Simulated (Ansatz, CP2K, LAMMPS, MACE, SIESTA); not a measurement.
# CP2K runs on glassy B2O3 (220 atoms)

Wanted: CP2K inputs and outputs for glassy B2O3 (220 atoms), checked against a plane-wave reference.

Program: CP2K 2026.2. Level of theory: the method is named at each step. Results are calculated unless marked as measured.

## (1) Set-up

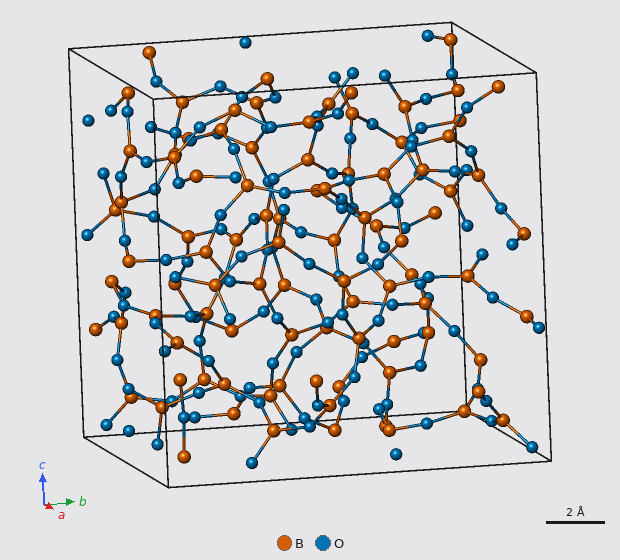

The cell as given, slightly off an axis (boron orange, oxygen blue). Bonds to atoms that aren't drawn are left out. Some periodic images of atoms are drawn too.

The cell holds 220 atoms: 88 B and 132 O. Its edges and angles: a = 13.720 Å, b = 13.720 Å, c = 13.720 Å, α = 90.0°, β = 90.0°, γ = 90.0°. 220 atoms (88 B, 132 O) placed at random at 1.93 g/cm³, melted at 3000 K for 20 ps at fixed volume with the Buckingham and Coulomb pair potential of Guillot and Sator (Geochim. Cosmochim. Acta 71, 1249 (2007)) with the boron terms of Wang et al. (J. Non-Cryst. Solids 498, 294 (2018)). Quenched from 3000 K to 300 K at 100 K/ps and fixed volume, held 10 ps at zero pressure.

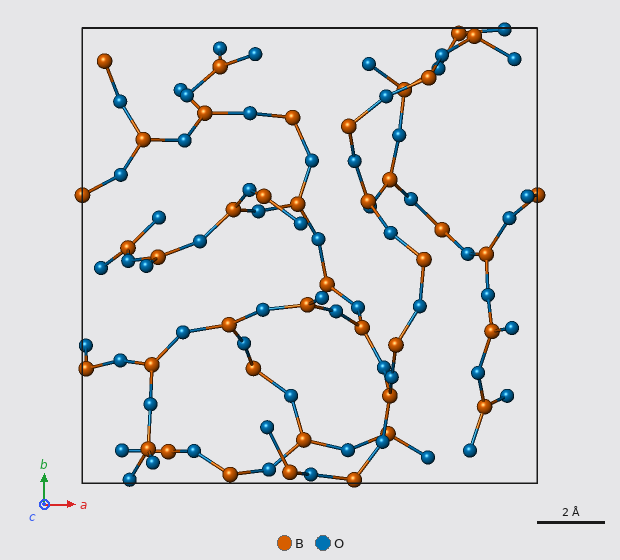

A slice 6 Å thick through the middle of the cell.

The yardstick, on the same geometry:

* method: Kohn-Sham DFT, PBE, PAW, plane waves (Ansatz 0.2.0); cutoff 420 eV, Γ point, fermi-dirac smearing of 0.05 eV; PAW set soft_2
* r.m.s. force component: 0.9626 eV/Å
* longest force: 3.62 eV/Å
* gap (highest filled to lowest empty level): 2.475 eV
* SCF cycles: 10
* time: 19 s on 16 threads of Arm Neoverse V2, shared host
* CPU time: 4.6 min

## (2) PBE, DZVP-MOLOPT-SR, 450/40 Ry, OT DIIS

Method: Kohn-Sham DFT, PBE, GTH-PBE pseudopotentials, Gaussian and plane waves, DZVP-MOLOPT-SR-GTH, orbital transformation.

input.inp

```
&GLOBAL
  PROJECT cell
  RUN_TYPE ENERGY_FORCE
  PRINT_LEVEL LOW
&END GLOBAL
&FORCE_EVAL
  METHOD QS
  &DFT
    BASIS_SET_FILE_NAME BASIS_MOLOPT
    POTENTIAL_FILE_NAME GTH_POTENTIALS
    &MGRID
      CUTOFF 450
      REL_CUTOFF 40
    &END MGRID
    &QS
      EPS_DEFAULT 1.0E-10
    &END QS
    &SCF
      SCF_GUESS ATOMIC
      EPS_SCF 1.0E-06
      MAX_SCF 30
      &OT
        MINIMIZER DIIS
        PRECONDITIONER FULL_ALL
        ENERGY_GAP 0.001
      &END OT
      &OUTER_SCF
        EPS_SCF 1.0E-06
        MAX_SCF 8
      &END OUTER_SCF
      &PRINT
        &RESTART OFF
        &END RESTART
      &END PRINT
    &END SCF
    &XC
      &XC_FUNCTIONAL PBE
      &END XC_FUNCTIONAL
    &END XC
    &PRINT
      &MULLIKEN ON
      &END MULLIKEN
      &HIRSHFELD ON
        SHAPE_FUNCTION DENSITY
      &END HIRSHFELD
      &MO_CUBES
        NHOMO 1
        NLUMO 4
        WRITE_CUBE F
      &END MO_CUBES
    &END PRINT
  &END DFT
  &SUBSYS
    &CELL
      A 13.71989 0.00000 0.00000
      B 0.00000 13.71989 0.00000
      C 0.00000 0.00000 13.71989
    &END CELL
    &TOPOLOGY
      COORD_FILE_NAME structure.xyz
      COORD_FILE_FORMAT XYZ
    &END TOPOLOGY
    &KIND B
      BASIS_SET DZVP-MOLOPT-SR-GTH-q3
      POTENTIAL GTH-PBE-q3
    &END KIND
    &KIND O
      BASIS_SET DZVP-MOLOPT-SR-GTH-q6
      POTENTIAL GTH-PBE-q6
    &END KIND
  &END SUBSYS
  &PRINT
    &FORCES ON
    &END FORCES
  &END PRINT
&END FORCE_EVAL
```

structure.xyz

```xyz
220

B 11.76192 12.47851 1.27362
B 1.84052 10.35577 6.99879
B 3.12031 8.31178 0.08561
B 4.21736 3.48279 2.34802
B 3.36357 6.35066 1.82186
B 5.47849 8.64339 9.42680
B 1.37007 5.10531 0.66185
B 10.44728 12.21921 9.77926
B 6.47812 0.67790 12.95254
B 9.27341 9.14650 5.91574
B 3.40994 8.10063 3.76378
B 2.46725 11.93109 3.20071
B 1.98993 1.02721 8.21657
B 12.18230 6.89754 6.62465
B 11.35307 13.55525 4.81239
B 4.42741 4.77493 7.22270
B 13.30843 1.52208 10.84352
B 12.31854 8.44487 10.31667
B 0.67433 12.72122 7.14642
B 3.31788 1.04436 1.77535
B 6.49623 8.41139 5.06346
B 11.82188 13.47348 7.80223
B 12.35504 4.57764 8.17417
B 5.98928 5.44446 1.87482
B 7.16233 12.74660 2.79392
B 0.12060 3.44808 5.20272
B 2.59992 0.94804 4.30228
B 6.79409 5.37408 8.34485
B 6.26244 0.32379 9.08915
B 0.00425 5.43994 3.38826
B 3.69573 11.15221 5.45256
B 3.54495 9.27753 11.26060
B 6.34367 11.02023 4.80443
B 9.21922 1.48600 4.42741
B 6.59886 1.42138 1.81281
B 3.29168 3.28427 12.03838
B 10.81566 1.29749 11.19639
B 8.44144 4.68315 6.18904
B 1.14520 2.62901 13.55264
B 12.12948 10.85655 11.46612
B 9.22018 11.65313 1.31752
B 8.62569 8.49055 8.29546
B 9.46000 4.16371 9.83291
B 12.12975 2.30563 6.78215
B 6.08793 10.62496 11.73997
B 7.26578 6.82880 10.27990
B 6.68008 1.29996 5.06621
B 11.55681 6.35190 2.18572
B 3.89329 10.18427 2.09489
B 1.37995 7.08673 5.06593
B 2.10175 3.56429 7.10937
B 7.51589 3.72838 11.58302
B 10.84996 7.63663 4.38104
B 3.95695 5.79487 11.92917
B 9.27588 2.63244 7.56268
B 13.61658 7.11267 13.44563
[... 160 atom lines left out ...]
O 9.08819 10.31983 0.95902
O 1.43112 0.10194 7.31984
O 4.82762 9.84690 1.11227
O 12.73453 13.67695 4.58615
```

Run with:

```bash
OMP_NUM_THREADS=1 mpirun -np 4 cp2k.psmp -i input.inp > output.txt
```

Numbers of over 12 decimals in the logs are rounded to 6 here.

Log:

```text
CP2K| version string:                                       CP2K version 2026.2
 CP2K| Input file name                                                 input.inp
 GLOBAL| Basis set file name                                        BASIS_MOLOPT
 GLOBAL| Potential file name                                      GTH_POTENTIALS
 GLOBAL| Run type                                                   ENERGY_FORCE
 GLOBAL| Total number of message passing processes                             4
 GLOBAL| Number of threads for this process                                    1
 TOTAL NUMBERS AND MAXIMUM NUMBERS
  Total number of            - Atomic kinds:                                   2
                             - Atoms:                                        220
                             - Shell sets:                                   220
                             - Shells:                                      1100
                             - Primitive Cartesian functions:               1012
                             - Cartesian basis functions:                   3080
                             - Spherical basis functions:                   2860
  Maximum angular momentum of- Orbital basis functions:                        2
                             - Local part of the GTH pseudopotential:          2
                             - Non-local part of the GTH pseudopotential:      0
 SCF PARAMETERS         Density guess:                                    ATOMIC
                        max_scf:                                              30
                        eps_scf:                                        1.00E-06
                        Outer loop SCF in use
                        eps_scf                                         1.00E-06
                        max_scf                                                8
 Extrapolation method: initial_guess
 Number of electrons:                                                       1056
[... lines left out ...]
  Step     Update method      Time    Convergence         Total energy    Change
[... lines left out ...]
  Exchange-correlation energy:                               -561.987369
  Total energy:                                             -2373.662800
  outer SCF iter =    1 RMS gradient =   0.11E-04 energy =      -2373.6628001286
  ----------------------------------- OT ---------------------------------------
  Minimizer      : DIIS                : direct inversion
                                         in the iterative subspace
                                         using   7 DIIS vectors
                                         safer DIIS on
  Preconditioner : FULL_ALL            : diagonalization, state selective
  Precond_solver : DEFAULT
  stepsize       :    0.15000000                  energy_gap     :    0.00100000
  eps_taylor     :   0.10000E-15                  max_taylor     :             4
  ----------------------------------- OT ---------------------------------------
  Step     Update method      Time    Convergence         Total energy    Change
[...]
3 OT DIIS     0.15E+00    5.5     0.00000434     -2373.6633483569 -7.95E-05
     4 OT DIIS     0.15E+00    5.6     0.00000032     -2373.6633494334 -1.08E-06
  *** SCF run converged in     4 steps ***
  Electronic density on regular grids:      -1055.9999999994        0.0000000006
  Core density on regular grids:             1055.9999999304       -0.0000000696
  Total charge density on r-space grids:       -0.0000000690
  Total charge density g-space grids:          -0.0000000690
  Overlap energy of the core charge distribution:               9.9609e-05
  Self energy of the core charge distribution:              -6014.689965
  Core Hamiltonian energy:                                   1756.781693
  Hartree energy:                                            2446.232132
  Exchange-correlation energy:                               -561.987309
  Total energy:                                             -2373.663349
  outer SCF iter =    2 RMS gradient =   0.32E-06 energy =      -2373.6633494334
  outer SCF loop converged in   2 iterations or   34 steps
 !-----------------------------------------------------------------------------!
                     Mulliken Population Analysis
 #  Atom  Element  Kind  Atomic population                           Net charge
       1     B        1          2.637875                              0.362125
       2     B        1          2.717619                              0.282381
       3     B        1          2.776726                              0.223274
[...]
219     O        2          6.216682                             -0.216682
     220     O        2          6.232400                             -0.232400
 # Total charge                           1056.000000                  0.000000
 !-----------------------------------------------------------------------------!
 !-----------------------------------------------------------------------------!
                           Hirshfeld Charges
  #Atom  Element  Kind  Ref Charge     Population                    Net charge
      1       B      1       3.000          2.641                         0.359
      2       B      1       3.000          2.685                         0.315
      3       B      1       3.000          2.708                         0.292
[...]
219       O      2       6.000          6.202                        -0.202
    220       O      2       6.000          6.210                        -0.210
  Total Charge                                                           -0.000
 !-----------------------------------------------------------------------------!
  Eigenvalues of the occupied subspace spin            1
      -0.84738565     -0.75468519     -0.74707841     -0.74157201
      -0.74030938     -0.73662769     -0.73308417     -0.73128879
      -0.72927785     -0.72851638     -0.72764776     -0.72624337
[...]
0.03535740      0.05428258      0.06410702      0.06807511
 Fermi Energy [eV] :    1.852418
  Using OT eigensolver for additional unoccupied orbitals spin            1
  Lowest Eigenvalues of the unoccupied subspace spin            1
 OT| Eigensolver reached convergence in 197 iterations
       0.15333727      0.16542840      0.17450362      0.18589432
 HOMO - LUMO gap [eV] :    2.320102
 ENERGY| Total FORCE_EVAL ( QS ) energy [hartree]          -2373.663349
 FORCES| Atomic forces [hartree/bohr]
 FORCES|   Atom     x               y               z               |f|
 FORCES|      1 -2.60302612E-02 -4.34801708E-02  2.08543799E-02   5.47996799E-02
 FORCES|      2 -2.43958500E-02  6.68940652E-03 -9.21788670E-03   2.69235044E-02
 FORCES|      3 -2.14401872E-02 -2.93165681E-02  2.02561960E-02   4.15867319E-02
[...]
FORCES|    219 -6.52148999E-03  6.47586427E-03 -3.78155640E-03   9.93814965E-03
 FORCES|    220 -1.56547528E-03  1.16306306E-03 -1.48610044E-02   1.49884249E-02
 FORCES| Sum    -1.61868055E-02 -1.08499829E-02 -2.63134596E-02
 FORCES| Total atomic force                                       3.27434415E-02
```

Elapsed: 3.9 min, on 4 MPI ranks of Arm Neoverse V2, shared host; peak memory 4.3 GiB; 16 min of CPU time.

Banners, paths, timers and routine set-up lines are dropped from the logs unmarked, and long logs keep their key lines alone; longer cuts are marked.

Compared with the plane-wave run:

| Property | Result |
| --- | --- |
| r.m.s. force component | 0.9926 eV/Å |
| r.m.s. difference of force components | 96.22 meV/Å |
| longest difference of force vectors | 366.6 meV/Å |
| force difference over r.m.s. force | 9.996 % |
| slope of forces against the reference's | 1.027 |
| correlation of force components | 0.9956 |
| gap (highest filled to lowest empty level) | 2.32 eV |
| gap difference | -0.1545 eV |

Length of the force difference by element (eV/Å):

```
element  atoms   mean  most
      B     88  0.056  0.13
      O    132   0.19  0.37
```

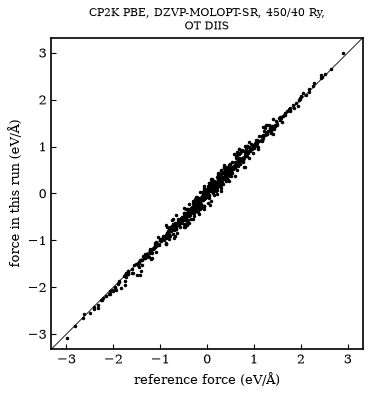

Force components against those of the reference; the line marks equality.

Local excerpt of 10 atoms (numbers count through the whole input) about B84, which bears the longest force; x, y, z are measured from there.

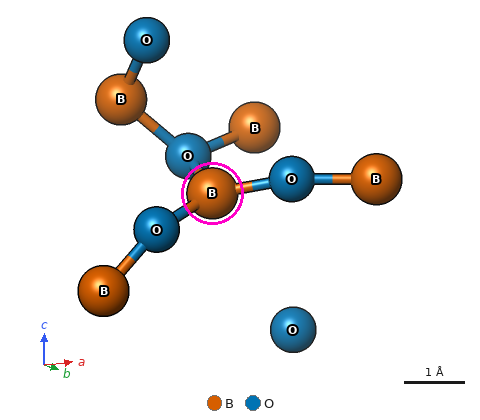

The atoms of the table, within 2.9 Å (arrows a, b, c point along x, y, z); some may hide others; the central atom is ringed.

```
atom      x      y      z  distance (Å)  bonds  Hirshfeld charge (e)     Fx     Fy  Fz (eV/Å)
 B84   0.00   0.00   0.00          0.00      3                  0.35   2.23  -1.73      -2.44
O207   1.36   0.21   0.19          1.38      2                 -0.20  -0.90  -0.34       0.08
O117  -0.58  -1.02  -0.74          1.39      2                 -0.19   0.86   0.94       1.47
O200  -0.81   0.88   0.82          1.45      3                 -0.08  -1.22   0.56      -0.31
  B1  -1.69   0.07   1.72          2.41      3                  0.36  -1.34  -2.24       1.07
 B63  -0.08   2.00   1.43          2.46      3                  0.35   2.00   2.36       2.08
 B40  -1.32  -1.55  -1.81          2.73      3                  0.34  -1.24   0.80      -1.26
 B72   2.67   0.74   0.18          2.77      3                  0.34   0.48   0.76      -0.38
O139  -0.91  -0.67   2.55          2.79      2                 -0.20  -0.53  -0.11       0.91
O105   0.70   1.83  -2.08          2.85      2                 -0.21   0.74  -1.07       0.31
```

Forces lie 10.0 % from the reference's, at 3.4 times its CPU time (on 4 against 16 cores).

The difference per atom is largest on O (0.19 eV/Å on average, against 0.056 on B). The forces add up to 1.7 eV/Å instead of zero, usually a sign of too coarse a grid.

## (3) PBE, SZV-MOLOPT-SR, 450/40 Ry, OT DIIS

Method: Kohn-Sham DFT, PBE, GTH-PBE pseudopotentials, Gaussian and plane waves, SZV-MOLOPT-SR-GTH, orbital transformation.

Edit input.inp of step 2 so:

```diff
@@ -63,3 +63,3 @@
     &KIND B
-      BASIS_SET DZVP-MOLOPT-SR-GTH-q3
+      BASIS_SET SZV-MOLOPT-SR-GTH-q3
       POTENTIAL GTH-PBE-q3
@@ -67,3 +67,3 @@
     &KIND O
-      BASIS_SET DZVP-MOLOPT-SR-GTH-q6
+      BASIS_SET SZV-MOLOPT-SR-GTH-q6
       POTENTIAL GTH-PBE-q6
```

structure.xyz is that of step 2.

Log:

```text
CP2K| version string:                                       CP2K version 2026.2
 CP2K| Input file name                                                 input.inp
 GLOBAL| Basis set file name                                        BASIS_MOLOPT
 GLOBAL| Potential file name                                      GTH_POTENTIALS
 GLOBAL| Run type                                                   ENERGY_FORCE
 GLOBAL| Total number of message passing processes                             4
 GLOBAL| Number of threads for this process                                    1
[... lines left out ...]
 Number of electrons:                                                       1056
[... lines left out ...]
  Step     Update method      Time    Convergence         Total energy    Change
[... lines left out ...]
  Total energy:                                             -2364.927163
[... lines left out ...]
  Step     Update method      Time    Convergence         Total energy    Change
[... lines left out ...]
  *** SCF run converged in     4 steps ***
[... lines left out ...]
  Total energy:                                             -2364.927960
[... lines left out ...]
  outer SCF loop converged in   2 iterations or   34 steps
[... lines left out ...]
  Eigenvalues of the occupied subspace spin            1
      -0.86746483     -0.76531028     -0.75253781     -0.74951464
      -0.74504242     -0.74100452     -0.73750231     -0.73504281
      -0.73439753     -0.73342972     -0.73208314     -0.72985027
[...]
0.05803661      0.07949017      0.08894007      0.09358095
 Fermi Energy [eV] :    2.546467
  Using OT eigensolver for additional unoccupied orbitals spin            1
  Lowest Eigenvalues of the unoccupied subspace spin            1
 OT| Eigensolver reached convergence in 79 iterations
       0.15479168      0.16648325      0.18042220      0.19094810
 HOMO - LUMO gap [eV] :    1.665629
 ENERGY| Total FORCE_EVAL ( QS ) energy [hartree]          -2364.927960
 FORCES| Atomic forces [hartree/bohr]
 FORCES|   Atom     x               y               z               |f|
 FORCES|      1 -3.75554985E-02 -2.60059744E-02  1.76896533E-02   4.89862226E-02
 FORCES|      2 -2.28926561E-02 -1.67943112E-02  4.04069787E-03   2.86783861E-02
 FORCES|      3 -9.06572389E-03 -2.70180157E-02  2.07609035E-02   3.52586959E-02
[...]
FORCES|    219 -1.44129205E-02  6.42336117E-03 -1.07803640E-02   1.91104185E-02
 FORCES|    220  1.09793758E-02 -7.14066306E-03 -6.56930363E-03   1.46523551E-02
 FORCES| Sum    -2.16469453E-02 -1.37419921E-02 -2.49260196E-02
 FORCES| Total atomic force                                       3.57594609E-02
```

It took 1.9 min on 4 MPI ranks; peak memory 3.2 GiB.

Numbers from this run, and their distance from the reference:

```yaml
r_m_s_force_component: 1.139 eV/Å
r_m_s_difference_of_force_components: 635.3 meV/Å
longest_difference_of_force_vectors: 2189 meV/Å
force_difference_over_r_m_s_force: 66 %
slope_of_forces_against_the_reference_s: 0.9821
correlation_of_force_components: 0.8301
spacing_of_highest_filled_and_lowest_empty_level: 1.666 eV
gap_difference: -0.809 eV
```

This is a coarse setting, run to see what it loses.

Against the first run (10.0 %), the force difference from the reference is 66 %, at 0.49 times the CPU time, with 880 basis functions against 2860: the smaller basis costs accuracy.

The forces add up to 1.8 eV/Å instead of zero, usually a sign of too coarse a grid.

(Part 1 of 2 ends here.)

[Also dropped from logs without a mark: logging warnings of Python, and SIESTA's first energy breakdown and zero terms.]

[Logs are printed without paths, hosts, clocks, repeated set-up lines and the standing remarks that a program may print on its own settings, such as how far it seeks lower states.]

[Hosts, paths, dates, database ids (printed as entryN), source tags and the programs' standing remarks are cut or masked in the printed files.]
